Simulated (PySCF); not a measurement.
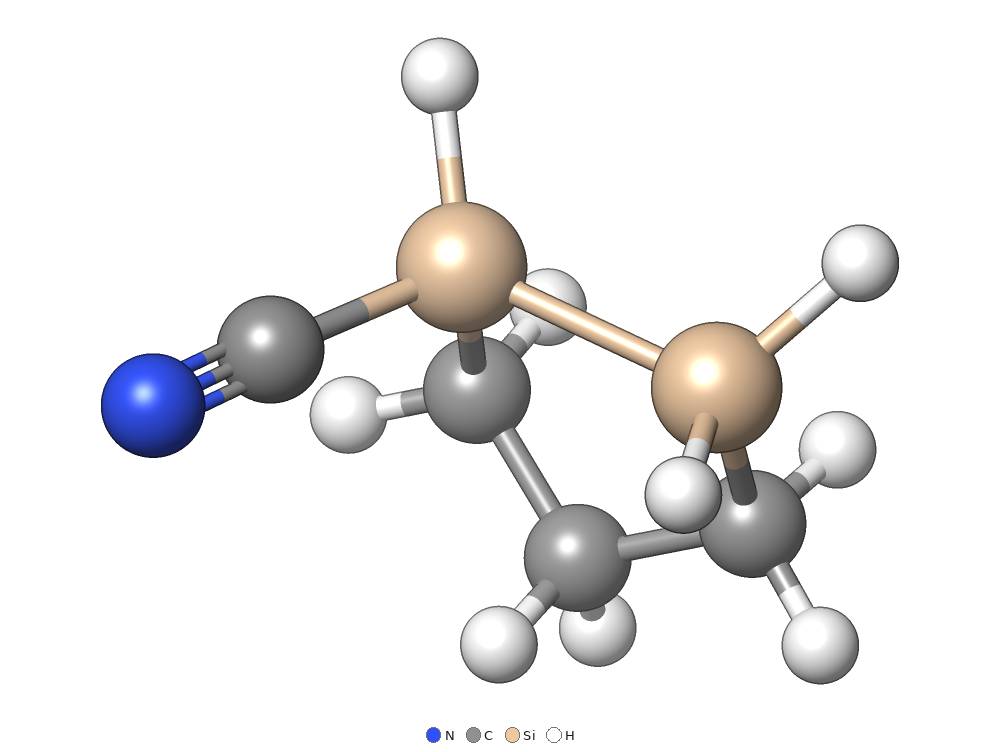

Ball-and-stick drawing of a structure. Multiple sticks mark multiple bonds (one Kekulé form).

The geometry was computed by an optimisation with PBE0-D3(BJ)/def2-SVP. No frequency run is at hand to confirm it as a minimum.

Description:

It has 16 atoms: 4 carbon, 9 hydrogen, 1 nitrogen and 2 silicon (C₄H₉NSi₂). SMILES: `N#C[Si@@H]1CCC[SiH2]1`. Independent rings (smallest set): 1 of 5 members. Among its groups: nitrile, Si–H bond. The point group is C1. Coordination, clear cases only: 1 C linear; 3 C tetrahedral.

The parts below concern this one geometry. Atoms keep their numbers from picture to picture.

Geometry

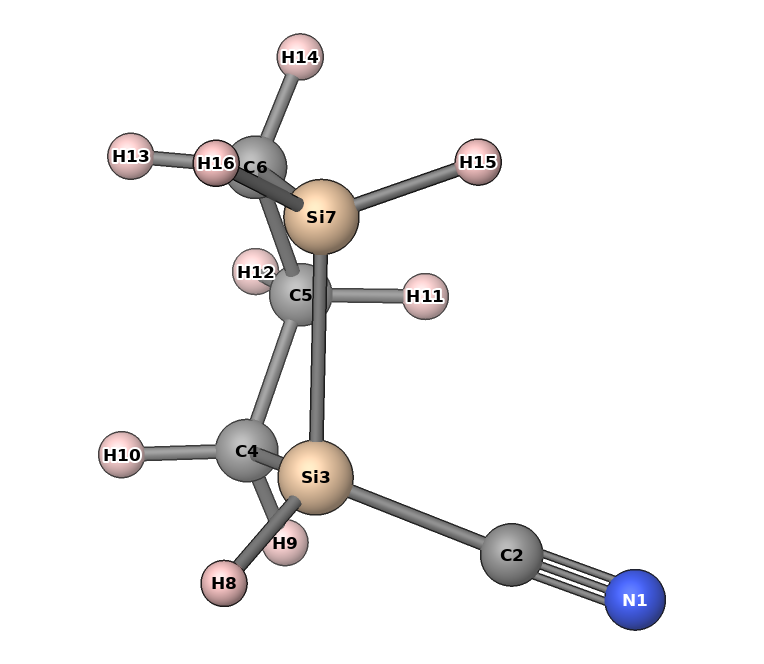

C4 lies behind Si3. The molecule seen a little off the Si3–C4 bond, Si3 in front. Depth is shown by fading: the farther an atom, the more it takes the colour of the background. No frequency run is at hand to confirm it as a minimum.

What is the torsion angle Si7–Si3–C4–C5? The sign is positive where the front bond must turn clockwise to cover the back bond.

Answer. 27°, synperiplanar.

Levels of theory compared

No frequency run is at hand to confirm it as a minimum. Program: PySCF 2.14.0.

At this fixed geometry, give dipole (D), HOMO–LUMO gap (eV) at these levels: BHandHLYP/aug-pcX-1 (pcseg-1 on H) (def2-SVPD on Si); PBE0/def2-SVPD; PBE0/def2-SVPD in dichloromethane (IEF-PCM); PBE0/pcSseg-1; PBE0/pcSseg-1 in dichloromethane (IEF-PCM); PBE0/pcSseg-1 in dimethylsulfoxide (IEF-PCM).

```csv
level,dipole (D),HOMO–LUMO gap (eV)
BHandHLYP/aug-pcX-1 (pcseg-1 on H) (def2-SVPD on Si),4.58,8.96
PBE0/def2-SVPD,4.55,7.23
PBE0/def2-SVPD in dichloromethane (IEF-PCM),5.83,7.04
PBE0/pcSseg-1,4.42,7.35
PBE0/pcSseg-1 in dichloromethane (IEF-PCM),5.58,7.16
PBE0/pcSseg-1 in dimethylsulfoxide (IEF-PCM),5.78,7.12
```

Polarisability

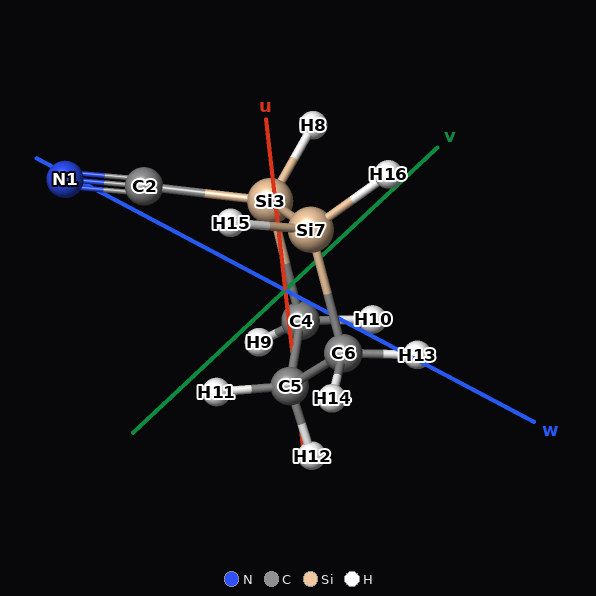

The lines u, v and w are the principal axes of the static dipole polarisability. No frequency run is at hand to confirm it as a minimum. Method: PBE0/def2-SVPD in dichloromethane (IEF-PCM) (PySCF 2.14.0).

Along which axis is the molecule most polarisable, and along which least?

Answer. Most along w (close to the long direction N1···C6), least along v.

Give the three principal values.

Answer. u 135.9, v 125.7, w 155.5 bohr³; mean 139.0, anisotropy 26.2 bohr³.

Charges

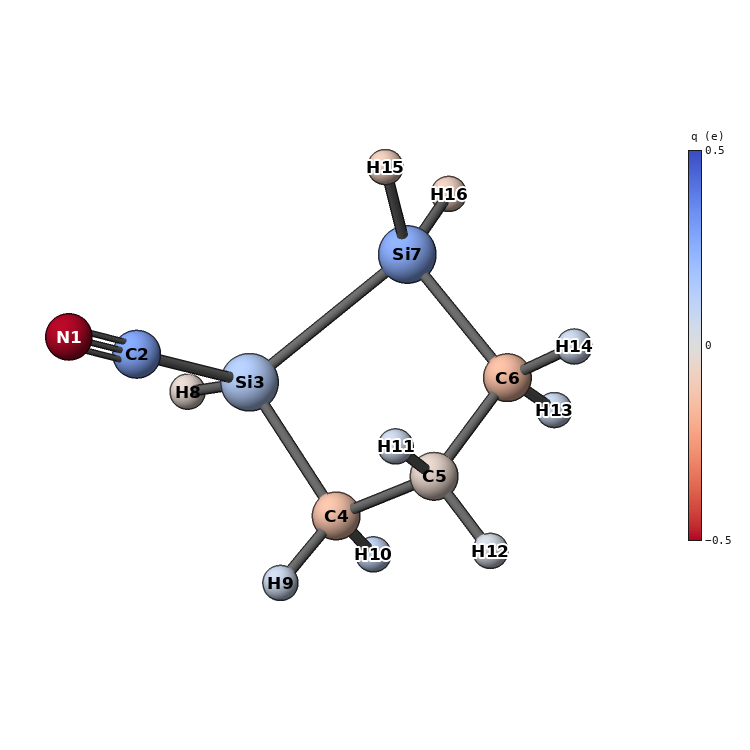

Atoms are coloured by their ESP-fitted charges. No frequency run is at hand to confirm it as a minimum. Method: PBE0/pcSseg-1 in dichloromethane (IEF-PCM) (PySCF 2.14.0).

Which atom carries the highest charge (most positive or least negative)?

Answer. C2 (0.27 e).

And the lowest?

Answer. N1 (−0.49 e).

List the ESP-fitted charges.

```json
{"atom": "N1", "value (e)": "−0.49"}
{"atom": "C2", "value (e)": "0.27"}
{"atom": "Si3", "value (e)": "0.13"}
{"atom": "C4", "value (e)": "−0.13"}
{"atom": "C5", "value (e)": "−0.05"}
{"atom": "C6", "value (e)": "−0.15"}
{"atom": "Si7", "value (e)": "0.25"}
{"atom": "H8", "value (e)": "−0.03"}
{"atom": "H9", "value (e)": "0.06"}
{"atom": "H10", "value (e)": "0.09"}
{"atom": "H11", "value (e)": "0.06"}
{"atom": "H12", "value (e)": "0.03"}
{"atom": "H13", "value (e)": "0.07"}
{"atom": "H14", "value (e)": "0.06"}
{"atom": "H15", "value (e)": "−0.08"}
{"atom": "H16", "value (e)": "−0.08"}
```

Excitation

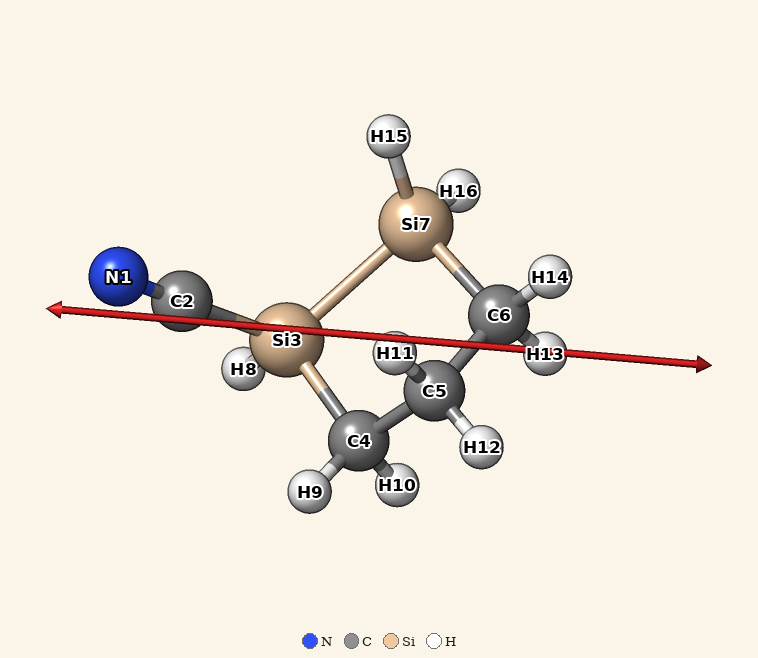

The double arrow shows the direction of the transition dipole to excited singlet state 2 (its length means nothing). No frequency run is at hand to confirm it as a minimum. Properties computed with TDDFT PBE0/def2-SVPD, vertical, IEF-PCM dichloromethane (non-equilibrium linear response), core orbitals frozen in the response (PySCF 2.14.0).

How is the transition polarised?

Answer. Close to the long direction N1···C6.

Give its energy, strength and character.

Answer. 6.06 eV (205 nm), oscillator strength 0.20, mainly HOMO → LUMO+1 (weight 0.80); transition dipole 2.93 D.
